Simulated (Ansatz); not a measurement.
**BH5S (SMILES [BH3-][SH2+]), run twice**

Aim: energy and forces of BH5S at RASSCF(8,9)/6-31+G* (density fitting with def2-universal-jkfit, cc-pVDZ-rifit for correlation, spherical functions, max holes 1, max particles 2, ras orbitals (3, 2, 4)).

The results are computed with Ansatz 0.2.0.

5 further runs of the same task are left out: 2 that didn't finish, 3 set aside as unsound or not needed.

### Step 1. The molecule

BH5S: 7 atoms, total charge 0, spin state singlet. As SMILES, `[BH3-][SH2+]`. Geometry: relaxed at PBE0-D4/def2-TZVP.

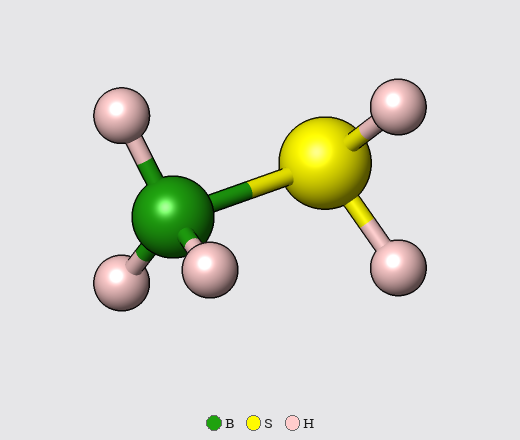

Viewed from a chosen angle; boron green, sulfur yellow, hydrogen pink.

### Step 2. The input as first written

molecule.yaml

```yaml
crystal:
  periodic: [false, false, false]
  atoms:
    - {symbol: B, position_ang: [-0.525600, -0.461500, -0.504300]}
    - {symbol: S, position_ang: [0.568600, 0.977600, 0.290900]}
    - {symbol: H, position_ang: [-1.623200, 0.036400, -0.431500]}
    - {symbol: H, position_ang: [-0.344400, -1.447600, 0.159700]}
    - {symbol: H, position_ang: [-0.075400, -0.482100, -1.624500]}
    - {symbol: H, position_ang: [0.286000, 0.903800, 1.604900]}
    - {symbol: H, position_ang: [1.775400, 0.405500, 0.458900]}
basis:
  gaussian: {orbitals: 6-31+G_st_-spherical.json, fitting: {mean_field: 6-31G}}
correlation:
  active_space: {ras: {orbitals: [3, 2, 4], electrons: 8, max_holes: 1, max_particles: 2}}
  frozen_orbitals: {B: 1, H: 0, S: 5}
output: {forces: true}
accuracy: high
```

The basis set 6-31+G* is read from a file made from the Basis Set Exchange's data (not shown).

Run with:

```
$ ansatz run molecule.yaml --threads 1 --pin off --max-ram 2610MiB --events-out events.jsonl --progress --plain --runs-dir runs
```

What it wrote:

```text
Warning: RAYON_NUM_THREADS=1 ignored (pool sized by the plan → 1); use --threads N
Functional definition: HF
  name "HF"
  exchange = exact_x
  correlation = 0
32 factors; integrals over basis functions are off by at most 2.8e1 eV
mean field evaluation 1: about -11507.3487 eV, gradient 2.3e1 eV
mean field evaluation 2: about -11509.3263 eV, gradient 7.6e0 eV
mean field evaluation 4: about -11509.5713 eV, gradient 5.6e-1 eV
mean field -11509.57343641 eV, -422.9690223190 hartree, gradient 1.8e-8 eV, S^2 0.000000; 0 other end points of the search recorded, 0 dependent functions left out
reference -11509.57343641 eV, -422.9690223190 hartree; 13, 13 occupied and 37, 37 virtual orbitals, 32 factors
state -11510.58891741 eV, -423.0063405574 hartree
the calculation of the forces begins
Total energy: -11510.58891741 eV, -423.0063405574 hartree
Atom 0 at    -0.525600    -0.461500    -0.504300 Å, force    -0.147196     0.151864    -0.257560 eV/Å
Atom 1 at     0.568600     0.977600     0.290900 Å, force     0.468501     0.574901     0.359108 eV/Å
Atom 2 at    -1.623200     0.036400    -0.431500 Å, force    -0.876371     0.314571     0.039204 eV/Å
Atom 3 at    -0.344400    -1.447600     0.159700 Å, force     0.269218    -0.861768     0.723469 eV/Å
Atom 4 at    -0.075400    -0.482100    -1.624500 Å, force     0.310187    -0.082532    -0.873907 eV/Å
Atom 5 at     0.286000     0.903800     1.604900 Å, force    -0.091483    -0.021569     0.065861 eV/Å
Atom 6 at     1.775400     0.405500     0.458900 Å, force     0.067144    -0.075467    -0.056175 eV/Å
Dipole moment:     0.536464     0.493606     0.481927 e Å
```

Wall time 7.2 s (1 thread of Intel Xeon Platinum 8259CL at 2.50GHz (Skylake/Cascade Lake), shared host); peak memory 0.097 GiB.

### Step 3. Reading the log

The program ended normally, but the settings are unsound, so its numbers aren't properties of the molecule.

Cause: the fitting set doesn't suit the orbital basis or method. To mend it: integral approximation def2-universal-jkfit in place of 6-31G.

### Step 4. The mended input

Changes to molecule.yaml since step 2:

```diff
@@ -11,3 +11,5 @@
 basis:
-  gaussian: {orbitals: 6-31+G_st_-spherical.json, fitting: {mean_field: 6-31G}}
+  gaussian:
+    orbitals: 6-31+G_st_-spherical.json
+    fitting: {mean_field: def2-universal-jkfit, correlation: cc-pVDZ-rifit.json}
 correlation:
```

The basis set 6-31+G* is read from a file made from the Basis Set Exchange's data (not shown).

Run with:

```
$ ansatz run molecule.yaml --threads 1 --pin off --max-ram 2610MiB --events-out events.jsonl --progress --plain --runs-dir runs
```

What it wrote, shortened:

```text
Warning: RAYON_NUM_THREADS=1 ignored (pool sized by the plan → 1); use --threads N
[... 2 set-up lines as earlier in the session ...]
[...]
293 factors; integrals over basis functions are off by at most 6.9e-2 eV
[...]
mean field -11566.34638143 eV, -425.0553895666 hartree, gradient 1.2e-8 eV, S^2 0.000000; 0 other end points of the search recorded, 0 dependent functions left out
reference -11566.34638143 eV, -425.0553895666 hartree; 13, 13 occupied and 37, 37 virtual orbitals, 293 factors
state -11567.50420942 eV, -425.0979389603 hartree
[...]
Total energy: -11567.50420942 eV, -425.0979389603 hartree
Atom 0 at    -0.525600    -0.461500    -0.504300 Å, force    -0.496841    -0.139609    -0.583582 eV/Å
Atom 1 at     0.568600     0.977600     0.290900 Å, force     1.004983     0.158552     1.237004 eV/Å
Atom 2 at    -1.623200     0.036400    -0.431500 Å, force    -0.043465    -0.104637    -0.013153 eV/Å
Atom 3 at    -0.344400    -1.447600     0.159700 Å, force     0.044560    -0.237907     0.160443 eV/Å
Atom 4 at    -0.075400    -0.482100    -1.624500 Å, force    -0.044880    -0.103829    -0.010552 eV/Å
Atom 5 at     0.286000     0.903800     1.604900 Å, force    -0.018690     0.142540    -0.559313 eV/Å
Atom 6 at     1.775400     0.405500     0.458900 Å, force    -0.445667     0.284890    -0.230846 eV/Å
Dipole moment:     0.572078     0.427902     0.556845 e Å
```

It took 15 s on 1 thread of Intel Xeon Platinum 8259CL at 2.50GHz (Skylake/Cascade Lake), shared host; peak memory 0.11 GiB.

### Step 5. Results

At RASSCF(8,9)/6-31+G* (density fitting with def2-universal-jkfit, cc-pVDZ-rifit for correlation, spherical functions, max holes 1, max particles 2, ras orbitals (3, 2, 4)):

```
                          quantity          value
                      total energy  -425.09794 Eh
dipole moment (correlated density)         4.35 D
          largest force on an atom     1.602 eV/Å
```

In words: The first attempt's energy was +56.915 eV off this one. The largest force is 1.60 eV/Å: the shape isn't a stationary point for this species at this level.
